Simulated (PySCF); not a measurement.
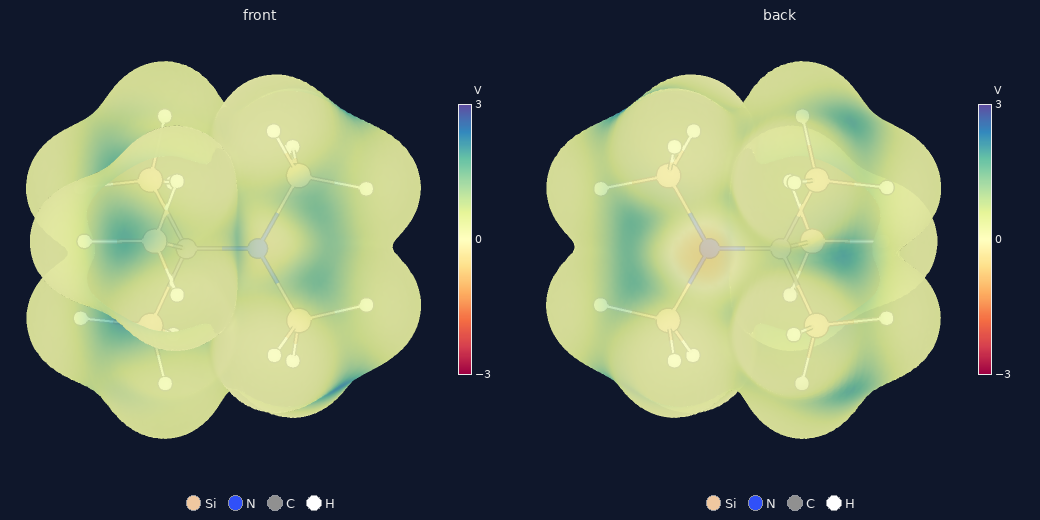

Figure 1: CH15NSi5. The electrostatic potential painted on the density surface at 0.004 e/bohr³, seen from the front and from behind; red is negative and blue positive.

Geometry: GFN2-xTB.

Method: PBE0/pcSseg-1, SCF density, gas phase, non-relativistic in PySCF 2.14.0.

Input

```
{"job": {"kind": "nmr", "xc": "PBE0", "basis": "pcSseg-1"}, "charge": 0, "multiplicity": 1}
Si     2.091713     0.924304     0.630768
N      0.951722    -0.105236    -0.180282
Si     1.488999    -1.449860    -1.139769
C     -0.501777     0.089906     0.052263
Si    -0.981563     1.923957     0.349217
Si    -1.584372    -0.456528    -1.434691
Si    -1.035988    -0.927712     1.589169
H      2.038522     2.276708     0.062351
H      3.420933     0.360700     0.421866
H      1.814905     0.978127     2.070072
H      2.938580    -1.537487    -1.005436
H      0.889054    -2.701984    -0.667528
H      1.142576    -1.232261    -2.549295
H     -0.596518     2.763474    -0.789690
H     -2.438795     1.985937     0.497740
H     -0.394549     2.481418     1.570609
H     -1.507015    -1.894928    -1.703867
H     -2.980322    -0.148340    -1.110089
H     -1.220361     0.275317    -2.651961
H     -0.776041    -2.355815     1.386986
H     -2.469646    -0.733062     1.819326
H     -0.300467    -0.497251     2.781391
```

Command:

```sh
OMP_NUM_THREADS=1 python probes_run.py task.json out
```

Which sites attract a positive test charge, and which a negative one?

A positive charge is drawn to the negative regions and a negative charge to the positive ones. The most negative region (about −0.2 V) lies over N2, the most positive (about +2.1 V) over the Si atoms.
